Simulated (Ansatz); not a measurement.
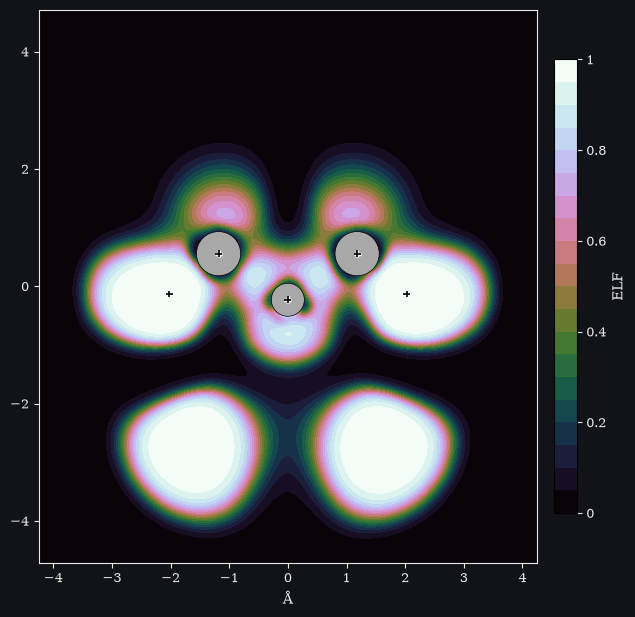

The electron localisation function on a plane through atoms (crosses mark nuclei in the plane; grey discs cover the cores).

Method: RKS PBE0-D4/def2-TZVPP in Ansatz.

Candidates:
A. C2H9GaO (SMILES C[O+](C)[GaH3-])
B. CH5NZn (SMILES [CH3][Zn][NH2])
C. Cl3H2HfN (SMILES [NH2][Hf]([Cl])([Cl])[Cl])

Which system is this?

Candidate A: C2H9GaO on the plane of atoms C1, O2 and C3, which holds C, O and H. C–O (1.42 Å): the ELF peaks at about 0.90 between the atoms: a polar covalent bond. C–H (1.09 Å): the ELF climbs to about 1 towards the hydrogen, as it does in any bond to H; a covalent bond by its length.
